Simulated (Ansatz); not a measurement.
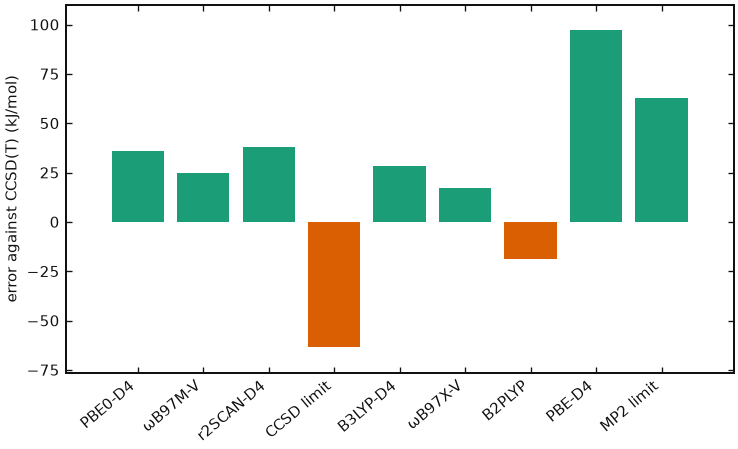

Error in the electronic atomisation energy (method less reference, so positive means overbinding) of C₃H₇BSi, SMILES C#CB[SiH2]C: functionals in def2-TZVPP against frozen-core CCSD(T) at the limit (MP2 extrapolated from triple and quadruple zeta, plus CCSD(T) less MP2 in a smaller set), which gives 4583.4 kJ/mol, at a PBE0-D4/def2-TZVP geometry (no frequency check), no zero-point or spin-orbit term, the Ansatz code 0.2.0. The reference leaves out core correlation, a term that grows with the number of heavy atoms. B2PLYP holds a correlation term that converges slowly with the basis, so part of the distance to the limit is basis error. No dispersion term is added to B2PLYP. Limit means the basis limit.

What range do the values span?

From −63.5 kJ/mol (CCSD limit) to 97.2 kJ/mol (PBE-D4).

Which of these levels overbind, and which underbind?

Overbind: PBE0-D4, r2SCAN-D4, B3LYP-D4, PBE-D4 and MP2 limit. Underbind: CCSD limit. Within 25 kJ/mol of zero, too close to call in view of what the reference leaves out: ωB97M-V, ωB97X-V and B2PLYP.

Limits of at least one run: one conformer of a flexible molecule.
